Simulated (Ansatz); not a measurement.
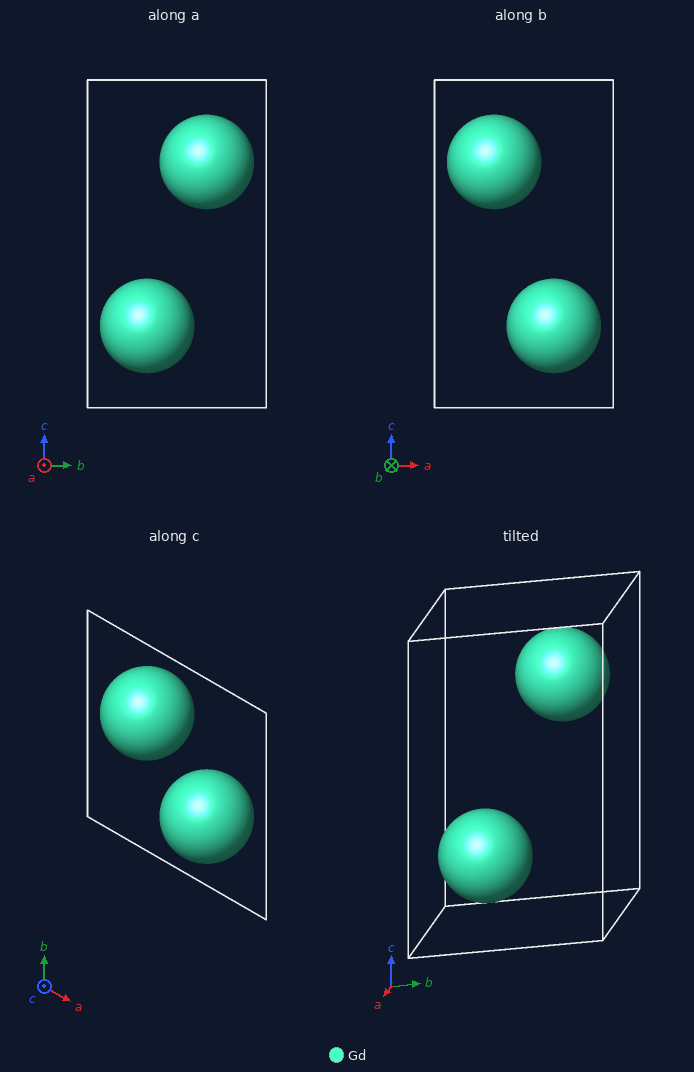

This spheres-only model is shown along the a axis, along the b axis, along the c axis and slightly off an axis. The conventional unit cell is drawn as a box.

Lattice parameters: a = 3.4778 Å, b = 3.4778 Å, c = 5.5210 Å, α = 90.000°, β = 90.000°, γ = 120.000°.

**Put the structure into a CIF with its space group and independent sites.**

```cif
data_structure
_symmetry_space_group_name_H-M 'P 63/m m c'
_symmetry_Int_Tables_number 194
_cell_length_a 3.4778
_cell_length_b 3.4778
_cell_length_c 5.5210
_cell_angle_alpha 90.000
_cell_angle_beta 90.000
_cell_angle_gamma 120.000
_cell_volume 57.83
loop_
_atom_site_label
_atom_site_type_symbol
_atom_site_symmetry_multiplicity
_atom_site_Wyckoff_symbol
_atom_site_fract_x
_atom_site_fract_y
_atom_site_fract_z
_atom_site_occupancy
Gd1 Gd 2 d 0.3333 0.6667 0.7500 1
```

Origin of the cell: the standard structure of this element. It was relaxed at fixed volume with DFT LDA, scalar-relativistic, plane waves, PAW (Ansatz 0.2.0).
